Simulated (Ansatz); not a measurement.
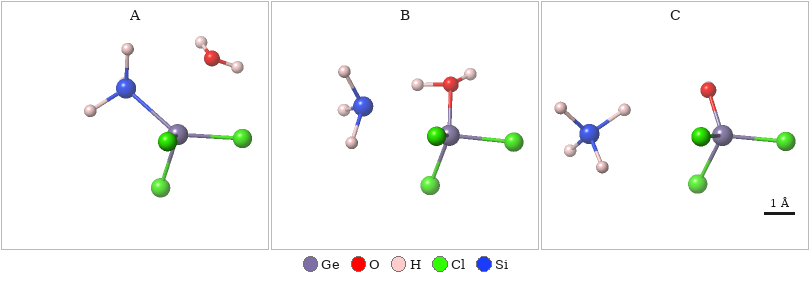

3 geometries from a converged minimum-energy path of GeSiH₅OCl₃, made up at the start of GeHOCl$_{3}$ and SiH₄, shuffled. Style: ball-and-stick. Shown at a tilt.

These are results of RHF/def2-SVP in Ansatz, not measurements. Run with 9 movable images; climbing image; force threshold 0.03 eV/Å; iteration limit 60; starting path through a guess of the saddle point.

Q: One of them is the converged climbing image. Which?

A: B. In order along the path, whose images run from 0 to 10: C (image 2, +0.04 eV), B (image 4, +3.53 eV), A (image 6, +0.48 eV). Breaking: Ge–O (1.73 → 3.14 Å), H–Si (1.49 → 3.61 Å). Forming: Ge–Si (4.76 → 2.41 Å), H–O (3.27 → 0.95 Å).

Limits of the set-up: the start holds two separate molecules, 2.5 Å apart at their closest, whose relative position is a soft coordinate and is computed without a dispersion correction; Hartree-Fock leaves out electron correlation.

The run took 13 min on 4 threads of Arm Neoverse V2 (shared host), peak memory 0.45 GiB.
